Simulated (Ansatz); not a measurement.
## A computed series for MoTe2: response to strain

The parent structure is MoTe2 (space group P6_3/mmc, No. 194; a = 3.434 Å, c = 13.329 Å; layered, stacked along the Cartesian z axis).

Strains are applied to the cell and any free atomic positions relax.

The values are results of PBEsol-D3(BJ)/PAW in Ansatz (a quantum-chemistry and plane-wave program), no spin-orbit coupling, not measurements.

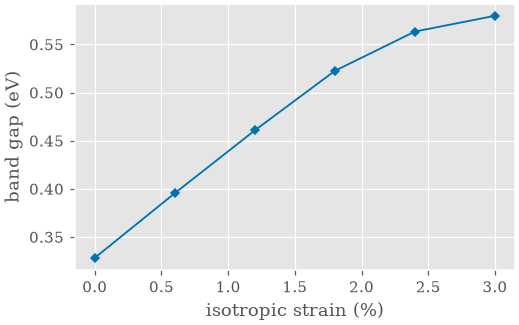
Fig. 1. Band gap against isotropic strain

Question: From the plot, what is the band gap for isotropic strain +3.00 %?

Answer: About 0.58 eV.

Question: Is the trend monotonic over the range shown?

Answer: Yes, it rises throughout, spanning 0.33 eV to 0.58 eV.

With Te present, leaving out spin-orbit coupling can change the band edges. Stability against distortions was not tested.
